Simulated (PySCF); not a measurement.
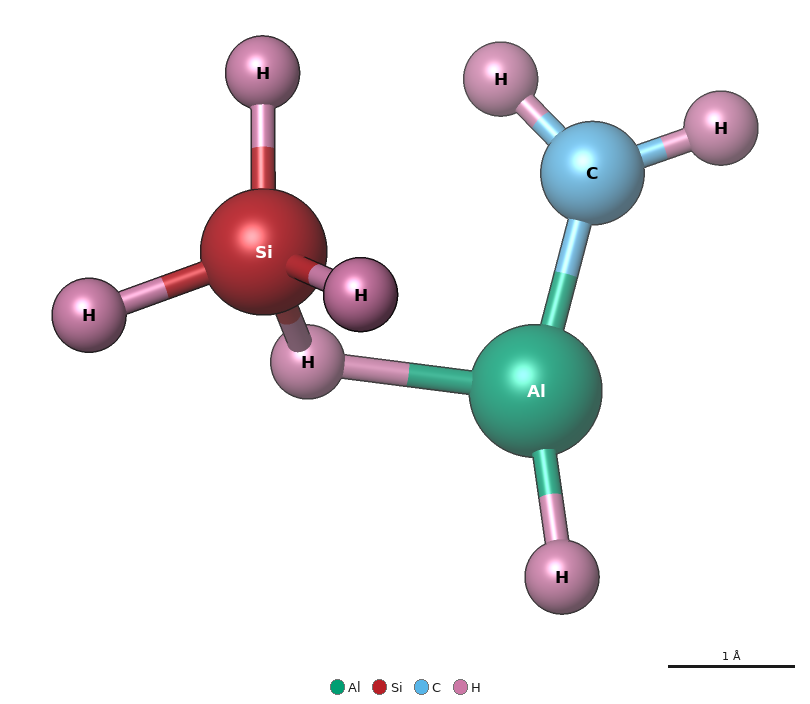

Atoms fade into the background with distance from the viewer. The geometry was computed by an optimisation with PBE0-D4/def2-TZVP. No frequency run is at hand to confirm it as a minimum. Masses are those of the most abundant isotopes; constants are for the rigid equilibrium geometry.

**What kind of rotor is it, and what are its rotational constants in MHz?**

An asymmetric top (C1): A = 11249, B = 3291, C = 2659 MHz. Ray's parameter κ is −0.85, close to the prolate limit.
